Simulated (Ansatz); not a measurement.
# What NaMgBr3 (model cell, started as cubic perovskite with Mg in the octahedra) distorts into

Wanted: the energy along a soft mode of NaMgBr3 (model cell, started as cubic perovskite with Mg in the octahedra) and the structure at the end.

Main program and level: Ansatz 0.2.0; DFT PBE, scalar-relativistic, plane waves, PAW.

The structure was built from a prototype and need not be the compound's stable phase.

## (1) Starting point

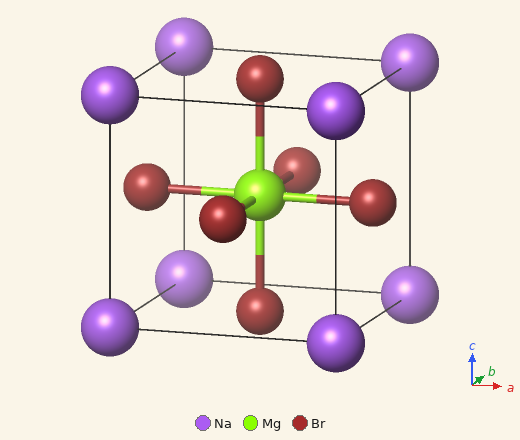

Start, viewed slightly off an axis; sodium purple, magnesium green, bromine red. Some periodic images of atoms are drawn too.

## (2) The dispersion

The cell comes from relaxations at this level that are not shown. Stability and thermal properties need the whole zone. Linear response on a 2×2×2 q mesh gives force constants as far as a supercell of that size would, and the tensors from the zone-centre run are typed in so that the long-range dipole term is interpolated apart.

Contents of input.yaml:

```yaml
crystal:
  lattice:
    - [5.3131069714, 0.0, 0.0]
    - [0.0, 5.3131069714, 0.0]
    - [0.0, 0.0, 5.3131069714]
  atoms:
    - { symbol: Na, position: [0.0, 0.0, 0.0] }
    - { symbol: Mg, position: [0.5, 0.5, 0.5] }
    - { symbol: Br, position: [0.5, 0.5, 0.0] }
    - { symbol: Br, position: [0.5, 0.0, 0.5] }
    - { symbol: Br, position: [0.0, 0.5, 0.5] }
kpoints:
  mp_grid: { grid: [4, 4, 4] }
hamiltonian:
  xc: pbe
scf:
  occupations: { method: fixed }
output:
  eigenvalues: true
phonons:
  method: dfpt
  qmesh: [2, 2, 2]
  temperatures: { t_max: 1000, t_step: 50 }
  qpath:
    path:
      - [[0.0, 0.0, 0.0], [0.0, 0.5, 0.0], [0.5, 0.5, 0.0], [0.0, 0.0, 0.0], [0.5, 0.5, 0.5], [0.0, 0.5, 0.0]]
      - [[0.5, 0.5, 0.5], [0.5, 0.5, 0.0]]
    npoints: 10
  non_analytic_term:
    high_frequency_dielectric_tensor: [[3.1543, 0.0, 0.0], [0.0, 3.1543, 0.0], [0.0, 0.0, 3.1543]]
    born_effective_charges:
      - { species: Na, tensor: [[1.3661, 0.0, 0.0], [0.0, 1.3661, 0.0], [0.0, 0.0, 1.3661]] }
      - { species: Mg, tensor: [[2.4355, 0.0, 0.0], [0.0, 2.4355, 0.0], [0.0, 0.0, 2.4355]] }
      - { species: Br, tensor: [[-0.8514, 0.0, 0.0], [0.0, -0.8514, 0.0], [0.0, 0.0, -2.0989]] }
      - { species: Br, tensor: [[-0.8514, 0.0, 0.0], [0.0, -2.0989, 0.0], [0.0, 0.0, -0.8514]] }
      - { species: Br, tensor: [[-2.0989, 0.0, 0.0], [0.0, -0.8514, 0.0], [0.0, 0.0, -0.8514]] }
    source: "zone-centre run at this cell"
```

Launch:

```sh
$ ansatz run input.yaml --threads 4 --pin off --max-ram 14336MiB --backend cpu --events-out ev --progress --plain --runs-dir out
```

Numbers of over 12 decimals in the logs are rounded to 6 here.

The program printed:

```text
Engine: ansatz 0.2.0, aarch64-unknown-linux-gnu
Pseudopotentials: kind: paw
Pseudopotential: Na, paw, valence charge 9, recommended cutoff 420 eV (normal), Na.paw.azcp
Pseudopotential: Mg, paw, valence charge 10, recommended cutoff 420 eV (normal), Mg.paw.azcp
Pseudopotential: Br, paw, valence charge 7, recommended cutoff 420 eV (normal), Br.paw.azcp
Functional definition: PBE
  parameter kappa = 0.804
  parameter beta = 0.066725
  exchange = pbe_x(kappa = kappa, mu = beta*pi^2/3)
  correlation = pbe_c(beta = beta)
Crystal: 5 atoms, lattice volume = 149.984 Å³
Basis set: ecut = 420 eV, 2945 PW (Γ), exchange–correlation on 72×72×72 points (8 copies of the dense FFT grid, shifted against one another)
Bands: 25, of which v1, the nominal top of the filled ones, is band 20 counted from 1 (19 counted from 0)
Symmetry: 48 space group operations
k-points: 10 of 64
Non-local potential: Na, projectors of the file, l = 0: 3, l = 1: 2, l = 2: 1
Non-local potential: Mg, projectors of the file, l = 0: 3, l = 1: 2, l = 2: 1
Non-local potential: Br, projectors of the file, l = 0: 2, l = 1: 2, l = 2: 2
PAW form: soft (Blöchl's): semilocal exchange-correlation on the pseudo side does not see the compensation charge
PAW one-centre angular grid: Na, 110 points (default); XC on 64 Gauss nodes
PAW one-centre angular grid: Mg, 110 points (default); XC on 64 Gauss nodes
PAW one-centre angular grid: Br, 110 points (default); XC on 64 Gauss nodes
Initial density: superposition of atomic densities (neutral atoms: chi_scale 0, normalization atom), corrected by the library's trained network
Initial wavefunctions: pseudopotential atomic-orbital guess
Functional: x = pbe(κ = 0.804, μ = 0.219515), c = pbe(β = 0.066725)
SCF iter   1: F=—  HF=-11766.626827 eV  |F-HF|=—  |Δ(HF+E_count)|=         —  Δρ=5.11e-4  dr2=9.98e-4  ethr=1.77e-3  ⟨swp⟩=6.9  Hψ=1131  notcnv=0  defer=26
preconditioner: auto → Resta (q_TF=auto, 2.189 Å⁻¹)  ε∞=2.9  [insulator: Δε(μ)=2.756 eV  Ē_g=10.680 eV  n_scr=26 (ndim 8)  ℏωp=14.9 eV  f_vac=0.116  ε∞_Penn≈2.9]
SCF iter   2: F=—  HF=-11766.626426 eV  |F-HF|=—  |Δ(HF+E_count)|=   4.01e-4  Δρ=2.58e-4  dr2=3.36e-4  ethr=2.50e-6  ⟨swp⟩=2.5  Hψ=568  notcnv=0  defer=29
SCF iter   3: F=—  HF=-11766.626444 eV  |F-HF|=—  |Δ(HF+E_count)|=   1.76e-5  Δρ=9.84e-5  dr2=2.93e-5  ethr=8.41e-7  ⟨swp⟩=2.0  Hψ=353  notcnv=0  defer=26
SCF iter   4: F=—  HF=-11766.626444 eV  |F-HF|=—  |Δ(HF+E_count)|=   1.59e-8  Δρ=2.82e-5  dr2=2.56e-6  ethr=7.32e-8  ⟨swp⟩=2.5  Hψ=393  notcnv=0  defer=23
SCF iter   5: F=—  HF=-11766.626440 eV  |F-HF|=—  |Δ(HF+E_count)|=   3.89e-6  Δρ=9.44e-6  dr2=1.15e-7  ethr=6.40e-9  ⟨swp⟩=2.0  Hψ=430  notcnv=0  defer=22
SCF iter   6: F=—  HF=-11766.626440 eV  |F-HF|=—  |Δ(HF+E_count)|=   5.56e-8  Δρ=3.67e-6  dr2=1.47e-8  ethr=2.87e-10  ⟨swp⟩=2.0  Hψ=396  notcnv=0  defer=22
SCF iter   7: F=—  HF=-11766.626440 eV  |F-HF|=—  |Δ(HF+E_count)|=   1.04e-8  Δρ=6.50e-7  dr2=7.32e-10  ethr=3.68e-11  ⟨swp⟩=2.0  Hψ=424  notcnv=0  defer=22
SCF iter   8: F=—  HF=-11766.626440 eV  |F-HF|=—  |Δ(HF+E_count)|=  4.91e-10  Δρ=2.03e-7  dr2=4.66e-11  ethr=1.83e-12  ⟨swp⟩=2.0  Hψ=440  notcnv=0  defer=22
SCF iter   9: F=-11766.626440 eV  HF=-11766.626440 eV  |F-HF|=7.28e-12  |Δ(HF+E_count)|=  1.46e-11  Δρ=5.48e-8  dr2=4.84e-12  ethr=1.00e-12  ⟨swp⟩=13.7  Hψ=1645  notcnv=0
SCF 1 converged in 9 iterations: F = -11766.626440 eV  dr2 = 4.84e-12
  greatest PAW one-centre occupation: 1.000 electrons in one spin orbital (limit 2), on the Mg atom at site 1 (counted from 0), in its partial waves of l = 0
NSCF: frozen V_eff on 10 k-points
NSCF: frozen V_eff on 27 k-points
DFPT response loops at q = (0, 0, 0) (fractional): preconditioner auto → none (the input reference at scf.mixing.eps_inf says where Resta's filter doesn't serve); β = 0.50; Broyden in place of MSR1
NSCF: frozen V_eff on 54 k-points
DFPT response loops at q = (0, 0, -0.5) (fractional): preconditioner auto → Resta (q_TF=auto, 2.189 Å⁻¹)  ε∞=4.7 (no band partly filled); β = 1.00, the filter's whole step (`scf.mixing.beta` (0.50) is not read by the response loops at its default; to damp them type it under 1.00, their step now; it binds the ground state too); Broyden in place of MSR1
NSCF: frozen V_eff on 54 k-points
DFPT response loops at q = (0, -0.5, -0.5) (fractional): mixed as the last ones told, above
NSCF: frozen V_eff on 54 k-points
DFPT response loops at q = (-0.5, -0.5, -0.5) (fractional): mixed as the last ones told, above
SCF converged after 9 iterations
Free energy (F): -11766.626440 eV
Harris-Foulkes:  -11766.626440 eV  (|F-HF|=7.28e-12)
Internal energy: -11766.626440 eV  (E = F + TS)
E sigma→0 (E₀):  -11766.626440 eV
Fermi energy:    1.941206 eV
--- Per-component energies (eV) ---
  E_band       = -676.560615
  E_kinetic    = 598.399412
  E_local      = -3978.789365  (includes V_loc(G=0)·N_el)
  E_nonlocal   = 420.965013
  E_hartree    = 1393.316399
  E_xc         = -862.761505
  E_vxc        = -399.799130  (∫ρ·V_xc dr)
  E_paw        = -7295.980245  (= ΣΔE_a)
  E_vpaw       = -103.969299  (= ΣTr[D̂ρ^β])
  E_aug_tail   = 0.000007  (compensation charges beyond the density's cutoff)
  E_ewald      = -2041.776156
  E_smearing   = -0.000000  (= −TS)
  E_closure    = 0.000000  (closes the sum)
  Σ components = -11766.626440   (vs F -11766.626440, Δ=0.00e0)
--- Band table (eV; the first three rows and the last of 10) ---
  k-point 0: bands = [... 16 lower, 1.1466, 1.4161, 1.4161, 1.4161, 4.6935, 5.1501, 8.9902, 8.9902, ... 1 higher]
  k-point 1: bands = [... 16 lower, 0.9565, 1.0370, 1.3383, 1.3383, 5.6229, 5.8479, 8.6408, 9.1949, ... 1 higher]
  k-point 2: bands = [... 16 lower, 0.6811, 0.9338, 1.3236, 1.3236, 6.9325, 6.9746, 7.5070, 9.4786, ... 1 higher]
  k-point 9: bands = [... 16 lower, 0.8385, 1.9412, 1.9412, 1.9412, 5.8272, 7.7971, 7.7971, 7.7971, ... 1 higher]
--- Phonons (Γ-DFPT): 4 representative perturbations + reference (Σ response iterations 12) ---
  ASR residual: 1.288e-4 → 0.000e0 eV/Å²; symmetrization residual: 4.860e-6 eV/Å²
  ASR residual per site (eV/Å²): 1.73e-5 1.29e-4 3.87e-5 3.87e-5 3.87e-5
  Γ frequencies (cm⁻¹): -78.87 -78.87 -78.87 0.00 0.00 0.00 24.95 24.95 24.95 84.53 84.53 84.53 202.97 202.97 202.97
--- Phonons (arbitrary-q DFPT): 4 irreducible q on the 2×2×2 mesh ---
  q = [0.0000, 0.0000, 0.0000] (star 1, of the zone-centre solve; hermiticity 1.80e-6, symmetrization 9.17e-13): -78.87 -78.87 -78.87 -0.00 0.00 0.00 24.95 24.95 24.95 84.53 84.53 84.53 202.97 202.97 202.97
  q = [0.0000, 0.0000, -0.5000] (star 3, 9 solved perturbations in 216 linear systems a pass and spin channel, the states on 27 of 64 k-point pairs; hermiticity 9.58e-7, symmetrization 2.01e-8): -73.21 -73.21 11.53 11.53 31.69 50.15 50.15 56.88 63.02 86.34 86.34 163.87 202.29 202.29 240.36
  q = [0.0000, -0.5000, -0.5000] (star 3, 9 solved perturbations in 216 linear systems a pass and spin channel, the states on 27 of 64 k-point pairs; hermiticity 1.30e-6, symmetrization 6.65e-8): -67.92 -67.92 -64.86 -57.80 42.80 42.80 62.43 62.43 82.63 91.86 105.48 173.01 201.78 248.59 248.59
  q = [-0.5000, -0.5000, -0.5000] (star 1, 4 solved perturbations in 81 linear systems a pass and spin channel, the states on 27 of 64 k-point pairs; hermiticity 1.06e-6, symmetrization 2.06e-8): -74.35 -74.35 -74.35 -58.02 -58.02 -58.02 86.27 86.27 86.27 103.91 103.91 185.17 253.31 253.31 253.31
  sum rule: each row above includes the acoustic sum rule's correction from the zone centre's row sums; it moved no ω² by more than (1.20 cm⁻¹)²
  mesh force constants: q→R imaginary residual 4.19e-18; ASR residual 1.288e-4 → 0.000e0 eV/Å²; symmetrization residual 7.105e-15 eV/Å²
  interpolated dispersion: 63 rows × 15 modes
  density of states and harmonic sums: on the 12×12×12 q-mesh, interpolated from the force constants of a 2×2×2 supercell (with the dipole–dipole term of supplied tensors)
  largest difference from the sums on the solved wave vectors: F 2.24e-1 eV, S 2.87e-4 and C_V 6.90e-5 eV/K
  zero-point energy: 0.078925 eV/cell   skipped modes (ω ≤ 0): 369, of them read as no rigid motion or as one in doubt: 366 (4.482e0 modes/cell left out, lowest -78.87 cm⁻¹)   left out of the sums: 2.99e-1 of the cell's modes: C_V's classical limit lies that fraction below 3 k_B per atom; for a crystal, a wire or a layer, F and S can be off by more, and a phonons.interpolated_qmesh denser along its periods is the remedy for the sampling
```

Wall time 47 s (4 threads of Arm Neoverse V2, shared host); peak memory 0.68 GiB.

A gap read on the k-mesh alone can miss the band edges.

Numbers from this step:

```
gap on the k-mesh                                       : 2.752 eV
volume per atom                                         : 30.00 Å³
sum-rule residual before enforcement                    : 1.29e-4 eV/Å²
lowest frequency on the path                            : -78.87 cm⁻¹
point group                                             : m-3m
highest frequency on the path or at a solved wavevector : 272.3 cm⁻¹
highest optical mode at the zone centre (no LO-TO term) : 203.0 cm⁻¹
lowest optical zone-centre mode                         : -78.87 cm⁻¹
lowest mode on the q mesh (acoustic modes at Γ apart)   : -78.87 cm⁻¹
```

Frequencies (cm⁻¹) solved at each irreducible wavevector; negative means imaginary. Frequencies by wavevector, by row:

```tsv
q in reciprocal lattice units	star	mode 1	mode 2	mode 3	mode 4	mode 13	mode 14	mode 15
0 0 0	1	-78.9	-78.9	-78.9	0	203	203	203
0 0 -0.5	3	-73.2	-73.2	11.5	11.5	202.3	202.3	240.4
0 -0.5 -0.5	3	-67.9	-67.9	-64.9	-57.8	201.8	248.6	248.6
-0.5 -0.5 -0.5	1	-74.3	-74.3	-74.3	-58	253.3	253.3	253.3
```

Interpolated from a 2×2×2 q mesh, with the LO-TO term (at Γ the limit along the path; where Γ stands inside the path, tables give the limit on arrival). The phonon branches at the labelled points (cm⁻¹):

```tsv
point	branch 1	branch 2	branch 3	branch 4	branch 12	branch 13	branch 14	branch 15
Γ	-79	-79	-21	0	99	203	203	272
X	-73	-73	12	12	164	202	202	240
M	-68	-68	-65	-58	173	202	249	249
Γ	-79	-79	-21	0	99	203	203	272
R	-74	-74	-74	-58	185	253	253	253
X	-73	-73	12	12	164	202	202	240
jump to R	-74	-74	-74	-58	185	253	253	253
M	-68	-68	-65	-58	173	202	249	249
```

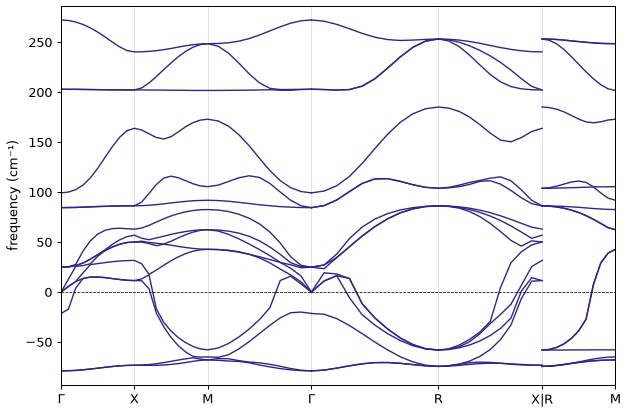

Phonon branches along the path.

Symmetry leaves 4 wavevectors to solve. The lowest mode among them, the acoustic zeros apart, lies at Γ and is imaginary, 78.9i cm⁻¹, so the energy falls along it.

## (3) The mode frozen in, largest atomic shift 0 Å

The mode followed lies at Γ with frequency 78.9i cm⁻¹ and is 3-fold degenerate, the softest among the wavevectors solved. At small amplitude the distorted cell has space group no. 99 by a symmetry search on the positions. The undistorted cell that holds it gives the zero of energy on the same k mesh.

input.yaml, the sections that differ from step 2:

```yaml
scf:
  occupations: { method: gaussian, width: 0.02 }
output:
  forces: true
  stress: true
  eigenvalues: true
# crystal, kpoints, hamiltonian: as in step 2
# phonons: removed
```

The program printed:

```text
[...]
Crystal: 5 atoms, lattice volume = 149.984 Å³
Basis set: ecut = 420 eV, 2945 PW (Γ), exchange–correlation on 72×72×72 points (8 copies of the dense FFT grid, shifted against one another)
Bands: 25, of which v1, the nominal top of the filled ones, is band 20 counted from 1 (19 counted from 0)
Symmetry: 48 space group operations
[...]
k-points: 10 of 64
[...]
P = ⅓ Tr σ = 0.0055 GPa (0.055 kbar)
--- Band table (eV; the first three rows and the last of 10) ---
  k-point 0: bands = [... 16 lower, 1.1466, 1.4160, 1.4160, 1.4160, 4.6935, 5.1501, 8.9901, 8.9901]
  k-point 1: bands = [... 16 lower, 0.9565, 1.0369, 1.3383, 1.3383, 5.6229, 5.8478, 8.6407, 9.1949]
  k-point 2: bands = [... 16 lower, 0.6811, 0.9338, 1.3236, 1.3236, 6.9325, 6.9746, 7.5069, 9.4786]
  k-point 9: bands = [... 16 lower, 0.8385, 1.9412, 1.9412, 1.9412, 5.8272, 7.7971, 7.7971, 7.7971]
[key lines of the parts left out:]
SCF converged after 6 iterations
Free energy (F): -11766.626440 eV
Fermi energy:    3.317413 eV
```

Elapsed: 1.1 s, on 4 threads; peak memory 0.39 GiB.

This step gave:

| Quantity | Value |
| --- | --- |
| pressure | 0.005505 GPa |
| energy from the undistorted cell | 0 meV/atom |

At this level the gap is 2.75 eV on the k-mesh of the self-consistent run, which can miss the band edges.

## (4) The mode frozen in, largest atomic shift 0.6 Å

The atoms are moved along the unstable eigenvector, the largest shift by 0.6 Å, with the cell fixed.

input.yaml, the sections that differ from step 3:

```yaml
crystal:
  lattice:
    - [5.3131069714, 0.0, 0.0]
    - [0.0, 5.3131069714, 0.0]
    - [0.0, 0.0, 5.3131069714]
  atoms:
    - { symbol: Na, position: [0.0, 0.112928274, 0.0] }
    - { symbol: Mg, position: [0.5, 0.5027016558, 0.5] }
    - { symbol: Br, position: [0.5, 0.4849578588, 0.0] }
    - { symbol: Br, position: [0.5, -0.0032289273, 0.5] }
    - { symbol: Br, position: [0.0, 0.4849578588, 0.5] }
# kpoints, hamiltonian, scf, output: as in step 3
```

The program printed:

```text
[...]
Crystal: 5 atoms, lattice volume = 149.984 Å³
Basis set: ecut = 420 eV, 2945 PW (Γ), exchange–correlation on 72×72×72 points (8 copies of the dense FFT grid, shifted against one another)
Bands: 25, of which v1, the nominal top of the filled ones, is band 20 counted from 1 (19 counted from 0)
Symmetry: 8 space group operations
[...]
k-points: 18 of 64 (time reversal used)
[...]
P = ⅓ Tr σ = 0.2575 GPa (2.575 kbar)
--- Band table (eV; the first three rows and the last of 18) ---
  k-point 0: bands = [... 16 lower, 1.0540, 1.3541, 1.3826, 1.3826, 4.6372, 5.3156, 8.8024, 8.8795]
  k-point 1: bands = [... 16 lower, 0.8626, 1.0227, 1.2724, 1.3570, 5.5848, 5.9862, 8.7690, 9.1685]
  k-point 2: bands = [... 16 lower, 0.5976, 0.8999, 1.2538, 1.3549, 6.8670, 7.1249, 7.6800, 9.4359]
  k-point 17: bands = [... 16 lower, 0.8191, 1.7724, 1.9223, 1.9223, 6.0276, 7.7290, 7.7290, 7.7659]
[key lines of the parts left out:]
SCF converged after 6 iterations
Free energy (F): -11766.711619 eV
Fermi energy:    3.279821 eV
```

It took 1.2 s on 4 threads; peak memory 0.38 GiB.

Numbers from this step:

```
pressure                         : 0.2575 GPa
gap on the k-mesh                : 2.715 eV
energy from the undistorted cell : -17.04 meV/atom
```

The energy, extrapolated to zero smearing, is -17.04 meV/atom against the undistorted cell.

The run ends at a pressure of 0.26 GPa, with forces up to 0.19 eV/Å.

## (5) Energy along the mode, all amplitudes (two of the runs are shown above)

An imaginary frequency means negative curvature, so the energy should fall and then rise again as anharmonic terms take over.

This step gave:

* depth at the lowest point sampled: 17.04 meV/atom
* largest atomic shift at that point: 0.6 Å

The energy from the parent by largest atomic shift:

```tsv
largest atomic shift (Å)	energy from the parent (meV/atom)
0.000	0
0.040	-0.095
0.080	-0.378
0.140	-1.15
0.220	-2.79
0.320	-5.71
0.450	-10.6
0.600	-17.0
```

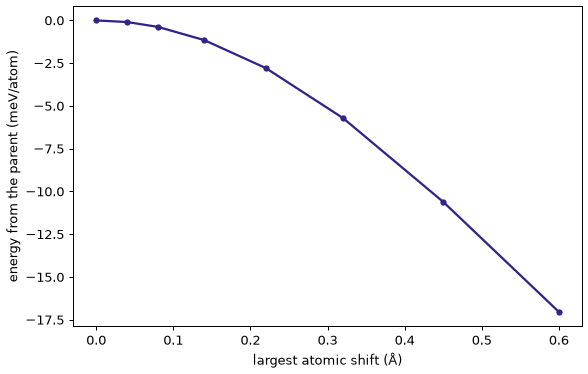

Energy from the parent against largest atomic shift.

Displacement at unit largest shift by atom:

```tsv
atom	x (Å)	y (Å)	z (Å)	size
Na1	0.00	1.00	0.00	1.00
Mg2	0.00	0.02	0.00	0.02
Br3	0.00	-0.13	0.00	0.13
Br4	0.00	-0.03	0.00	0.03
Br5	0.00	-0.13	0.00	0.13
```

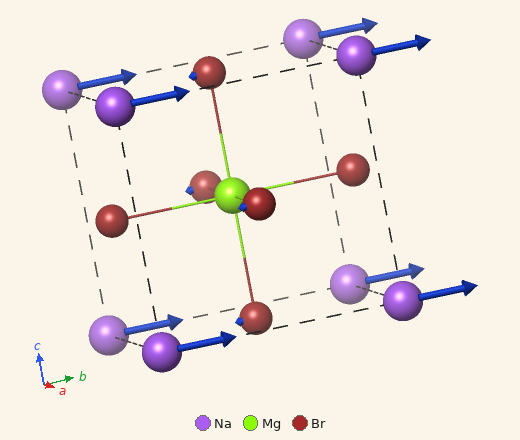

Displacement at unit largest shift as arrows, the longest 1 Å. Some periodic images of atoms are drawn too.

The lowest of the steps tried is the last one, at 0.6 Å, 17.0 meV/atom below the parent; the bottom of the well need not coincide with a step.

(Continued in part 2 of 3.)

[Logs are printed without paths, hosts, clocks, repeated set-up lines and the standing remarks that a program may print on its own settings, such as how far it seeks lower states.]

[Hosts, paths, dates, database ids (printed as entryN), source tags and the programs' standing remarks are cut or masked in the printed files.]
